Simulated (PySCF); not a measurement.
## A study: Cl₂O₂W, SMILES `O=[W](=O)(Cl)Cl`

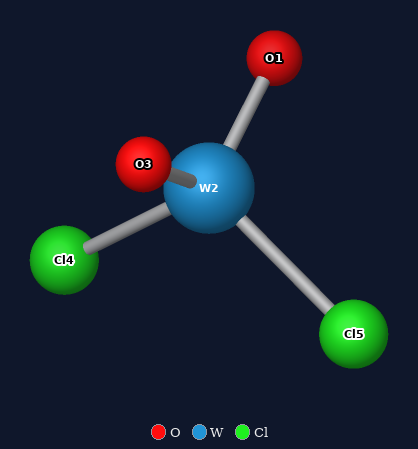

The molecule, with its atoms numbered as below. No frequency check shows the geometry to be a minimum.

Coordinates in Å:

```
O1       0.0005   -1.1443   -1.4081
W2       0.0000   -0.2365    0.0000
O3      -0.0005   -1.1443    1.4081
Cl4      1.7467    1.0533    0.0002
Cl5     -1.7467    1.0533   -0.0002
```

Part 1: Bonding charge

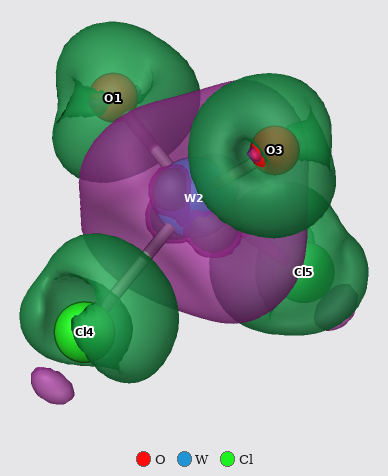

Deformation density (molecule less spherical, spin-averaged free atoms at the same positions), surfaces at ±0.04 e/Å³; green: gain, purple: loss.

Method: ωB97X/def2-SVPD; geometry: GFN2-xTB; program: PySCF. Core potentials replace the inner electrons of W; spin–orbit coupling isn't included. This is a single-reference result, which may miss multireference character in this system.

> How much density has each bond gained at its critical point, relative to the free atoms?

O1–W2 and W2–O3: +0.16 e/Å³ at the bond critical point (bond length 1.68 Å). W2–Cl4 and W2–Cl5: +0.09 e/Å³ at the bond critical point (bond length 2.17 Å). In all, 1.5 electrons gather in the regions of gain relative to the promolecule. A small or negative value marks a very polar bond, one between electron-rich atoms, whose free-atom densities already overlap strongly, a long bond to a heavier atom, or a closed-shell contact such as a hydrogen bond.

> Where do the Hirshfeld charges lie?

The highest Hirshfeld charge is on W2 (+0.89 e), the lowest on O1 and O3 (−0.34 e).

Part 2: Local ionisation energy

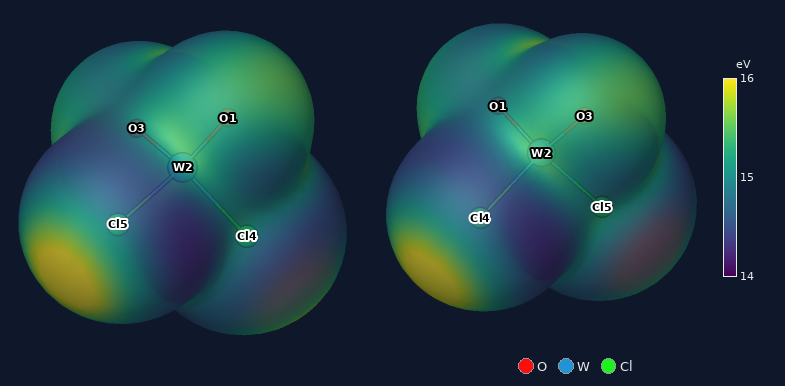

Average local ionisation energy on the surface of electron density 0.001 a.u. (back view left, front view right).

> Where are the most loosely bound electrons on this surface?

The lowest value is 14.3 eV, 2.1 Å from Cl4, and at like points elsewhere. For comparison, the highest occupied orbital lies at −12.2 eV.

Part 3: Excited states

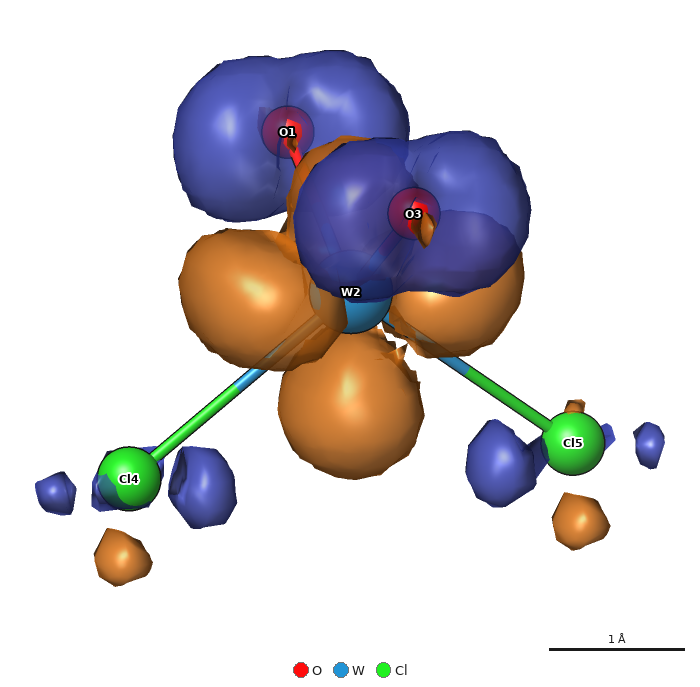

Unrelaxed difference density of S₃ less the ground state (TDA singlet states), ±0.05 e/Å³; orange: gain, blue: loss.

Computed with PySCF, CAM-B3LYP/def2-TZVP, geometry: GFN2-xTB. Core potentials replace the inner electrons of W; spin–orbit coupling isn't included. This is a single-reference result, which may miss multireference character in this system. Without diffuse functions Rydberg states are missing, so the states' numbers hold for this basis only.

> How does the charge move on excitation?

0.67 e is displaced in all, of which about 0.4 e passes between atoms: O1 and O3 (0.22 e each) lose electrons and W2 (0.45 e) gains them. The state: 5.46 eV (227 nm), f = 0.024, ligand-to-metal charge transfer; the leading pair carries 85 %; hole on O1 and O3 (30 % each), W2 (13 %) and Cl4 and Cl5 (13 % each), electron on W2 (58 %), Cl4 and Cl5 (13 % each) and O1 and O3 (8 % each); their centroids lie 0.5 Å apart; S₂ lies within 0.1 eV of it.

Part 4: In an electric field

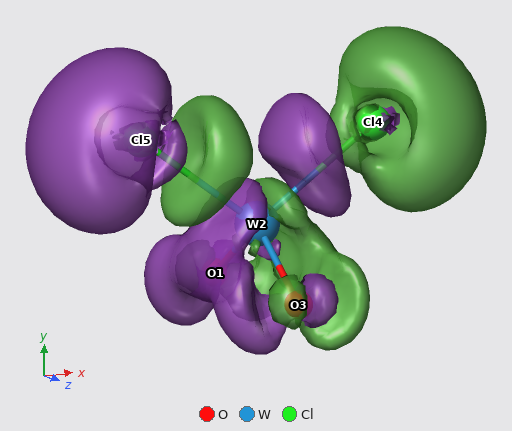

Change of the electron density in a uniform field of 0.51 V/Å, surfaces at ±0.004 e/Å³ (purple: gain, green: loss).

PySCF calculation, TPSSh/def2-SVPD, gas phase; geometry: GFN2-xTB. Core potentials replace the inner electrons of W; spin–orbit coupling isn't included. This is a single-reference result, which may miss multireference character in this system.

> Along which Cartesian direction does the field point?

Along +x: electrons gather on the −x side, against the field.

> How large is the response?

The induced dipole is 1.92 D (along the field); α along this axis, from the fields in both directions, is 75 bohr³ (11.2 Å³).

> Which atoms gain and lose the most charge?

Electrons gather most on Cl5 (Hirshfeld charge changes by −0.059 e) and leave Cl4 most (+0.060 e); 0.139 electrons are displaced in all.

Part 5: Removing or adding an electron

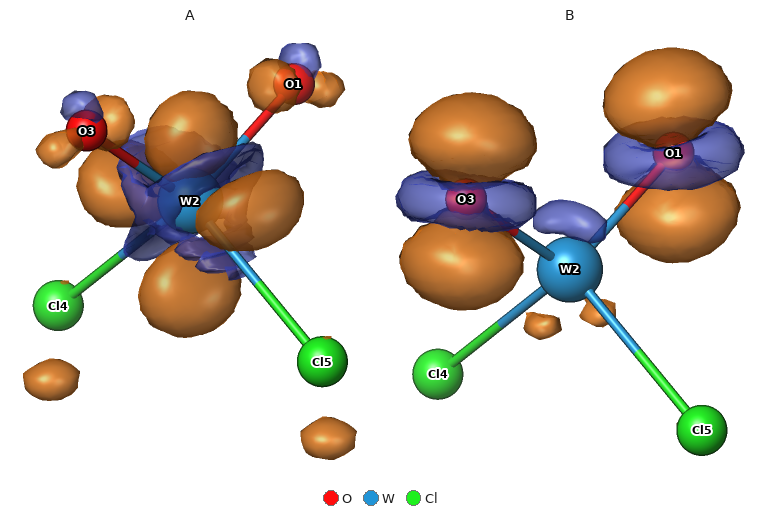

The two Fukui functions at ±0.06 e/Å³ (orange positive, blue negative).

Method: TPSSh/def2-SVPD; geometry: GFN2-xTB; program: PySCF. Core potentials replace the inner electrons of W; spin–orbit coupling isn't included. This is a single-reference result, which may miss multireference character in this system.

> Which panel is f⁻ (electron removed) and which f⁺ (electron added)?

A is f⁺, B is f⁻. f⁻ (Hirshfeld-condensed) is largest on O1 and O3 (0.25 each), Cl4 and Cl5 (0.17 each) and W2 (0.16); the vertical ionisation energy is 11.50 eV (the stability of the cation's solution wasn't checked). f⁺ (Hirshfeld-condensed) is largest on W2 (0.29) and Cl4 and Cl5 (0.22 each); the vertical electron affinity is 1.28 eV (the stability of the anion's solution wasn't checked; the anion's highest orbital has positive energy, so this value and f⁺ depend on the basis).

> What chemical potential and hardness follow from the two energies?

μ = −(I + A)/2 = −6.39 eV and η = I − A = 10.22 eV.

Part 6: Localised orbitals

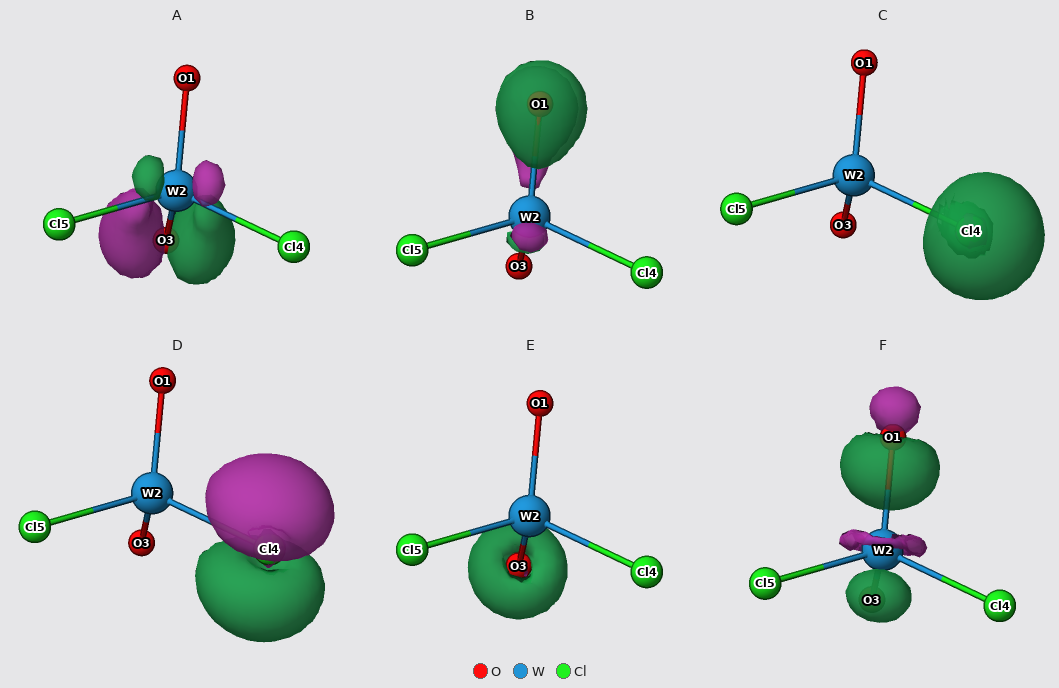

Pipek–Mezey orbitals, occupied; each surface holds about 70 % of the orbital's density. Energies are diagonal elements of the Fock matrix.

Method: BLYP/def2-SVP; geometry: GFN2-xTB; program: PySCF. Core potentials replace the inner electrons of W; spin–orbit coupling isn't included. This is a single-reference result, which may miss multireference character in this system.

> Identify each orbital.

By panel:
- A: π bond O3–W2 (O3 80 %, W2 20 %; −9.6 eV)
- B: lone pair on O1, partly donated to W2 (O1 85 %, W2 14 %; −9.3 eV)
- C: lone pair on Cl4 (s-type) (Cl4 98 %; −19.4 eV)
- D: lone pair on Cl4 (p-type) (Cl4 97 %; −9.2 eV)
- E: lone pair on O3 (s-type) (O3 95 %, W2 5 %; −18.0 eV)
- F: σ bond O1–W2 (O1 62 %, W2 38 %; −14.4 eV)

The PySCF runs shown took 20 s, 5.7 min, 60 s, 110 s and 19 s on 1 thread of Intel(R) Xeon(R) Platinum 8175M CPU @ 2.50GHz (Skylake/Cascade Lake) (shared host).
